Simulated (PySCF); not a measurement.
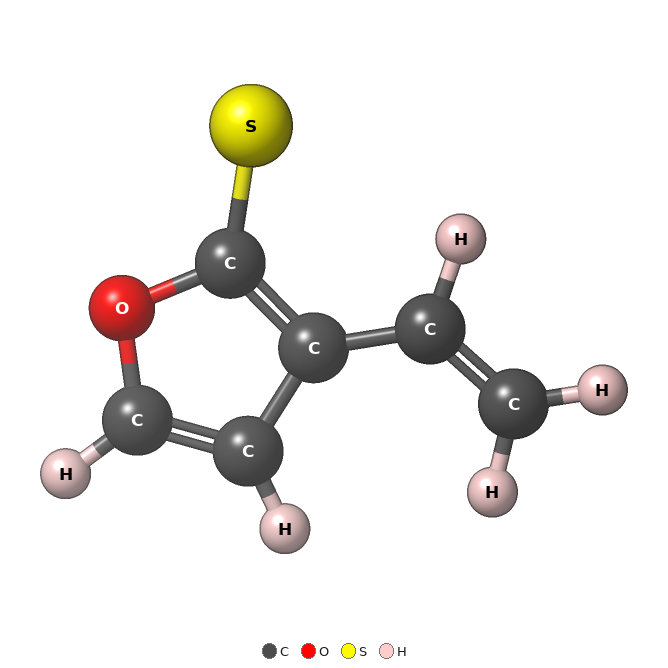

Orthographic view. Atoms fade into the background with distance from the viewer. Charge −1, singlet. Geometry: a frame of a GFN2-xTB molecular-dynamics simulation, not a minimum.

Q: Write the InChI string.

A: InChI=1S/C6H6OS/c1-2-5-3-4-7-6(5)8/h2-4,8H,1H2/p-1
